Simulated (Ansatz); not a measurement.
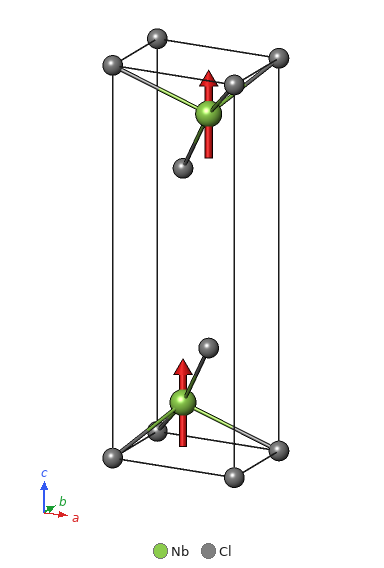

A ball-and-stick rendering, viewed slightly off an axis. Thin lines show the simulation cell, with boundary atoms drawn in all their periodic places. Arrows are the site magnetic moments above 0.25 μB (those induced on non-metal atoms are left out); longer means larger, and red and blue are up and down (without spin-orbit coupling the axis itself is arbitrary).

This is the state reached for Nb$_{2}$Cl$_{3}$. Results below were computed with DFT PBE, scalar-relativistic, plane waves, PAW (Ansatz); the settings were E_cut = 420 eV, k-points on a 12×12×4 grid, Gaussian smearing of 0.1 eV, collinear spins.

Q: Name the magnetic order and give the moments.

A: Ferromagnetic (within this cell). Site moments: 2 Nb +0.3 μB. The net spin moment of the whole cell is 1.1 μB, including what lies between the atoms and on sites without an arrow.

The structure comes from a textbook structure type filled with these elements (whether it is the usual form wasn't checked). Relaxation method: DFT PBE, scalar-relativistic, plane waves, PAW in Ansatz 0.2.0.
